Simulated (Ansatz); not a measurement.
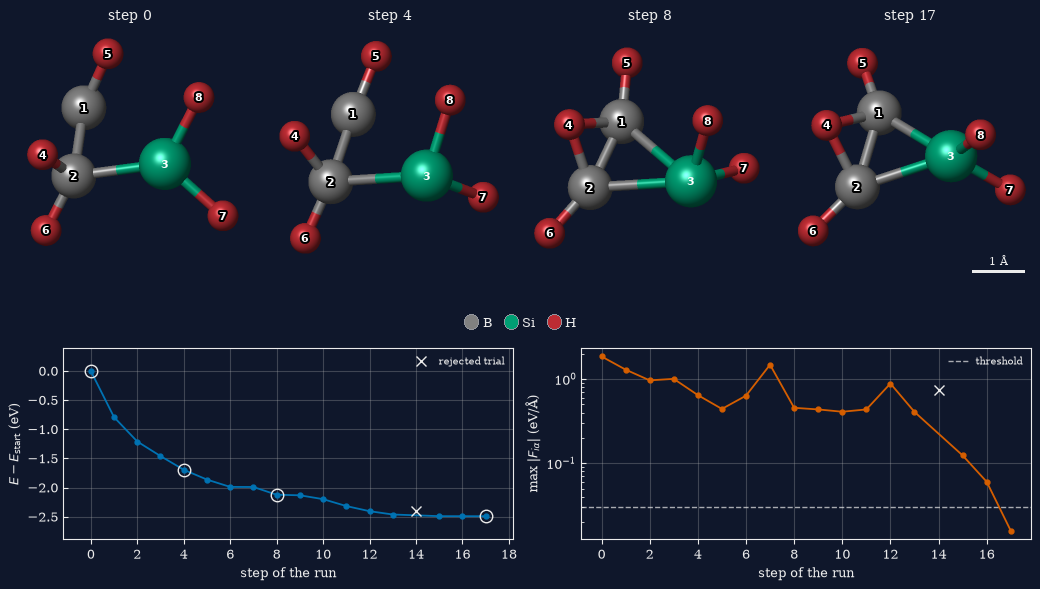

Frames of a relaxation of B₂SiH₅ (charge −1), marked on the history of the run. The picture is a ball-and-stick view, seen at a tilt.

It is one of the separated reactants of a reaction.

All numbers below come from Ansatz 0.2.0, RKS PBE-D4/def2-SVPD.

Input
```yaml
crystal:
  periodic: [false, false, false]
  atoms:
    - {symbol: B, position_ang: [-0.784581, 0.531962, -0.782551]}
    - {symbol: B, position_ang: [0.098469, 1.012520, 0.482372]}
    - {symbol: Si, position_ang: [0.877053, -0.697662, 0.476455]}
    - {symbol: H, position_ang: [0.899642, 1.656306, -0.033536]}
    - {symbol: H, position_ang: [-0.365057, -0.033837, -1.769815]}
    - {symbol: H, position_ang: [-0.125383, 1.669974, 1.463611]}
    - {symbol: H, position_ang: [1.009439, -1.671527, 1.633497]}
    - {symbol: H, position_ang: [1.285526, -1.489515, -0.722782]}
basis:
  gaussian: {orbitals: def2-SVPD}
total_charge: -1
hamiltonian: {xc: pbe, dispersion: d4}
relax: {f_tol: 0.03, max_steps: 250}
```

Launched with:
```bash
ansatz run in.yaml --threads 2 --pin off --events-out ev --progress --plain --max-ram 4352MiB
```

Q: Describe the path.

A: H8 moves most after the best rigid fit: 1.27 Å. Largest moves by element: H 1.27 Å, B 0.49 Å, Si 0.20 Å. Among the contacts that change: B1–H4 2.159 → 1.360 Å, B1–Si3 2.420 → 1.985 Å, B2–H4 1.150 → 1.360 Å, B2–Si3 1.879 → 1.985 Å. Among the angles between lasting bonds that change: B1–B2–H4 101.3° → 53.3°, B1–B2–Si3 87.3° → 65.8°, B2–B1–H5 125.9° → 147.4°. Over 16 accepted moves (17 points after the start) the energy falls by 2.490 eV. The largest force component goes from 1.9 to 0.016 eV/Å. The line search rejected the trial step at point 14 of the run. From step 0 to 4: H7 moves most (0.75 Å), energy −1.693 eV. From step 4 to 8: H8 moves most (0.65 Å), energy −0.429 eV. From step 8 to 17: Si and H atoms move most (0.51 Å), energy −0.368 eV.

| step | E − E(0), eV | largest force component, eV/Å | note |
| --- | --- | --- | --- |
| 0 | 0.0000 | 1.8572 |  |
| 1 | -0.7917 | 1.2955 |  |
| 2 | -1.2092 | 0.9658 |  |
| 3 | -1.4587 | 1.0062 |  |
| 4 | -1.6935 | 0.6454 |  |
| 5 | -1.8618 | 0.4420 |  |
| 6 | -1.9877 | 0.6347 |  |
| 7 | -1.9889 | 1.4815 |  |
| 8 | -2.1223 | 0.4556 |  |
| 9 | -2.1314 | 0.4358 |  |
| 10 | -2.1976 | 0.4092 |  |
| 11 | -2.3160 | 0.4357 |  |
| 12 | -2.4039 | 0.8857 |  |
| 13 | -2.4608 | 0.4071 |  |
| 14 | -2.3938 | 0.7321 | rejected |
| 15 | -2.4891 | 0.1237 |  |
| 16 | -2.4896 | 0.0601 |  |
| 17 | -2.4903 | 0.0158 |  |
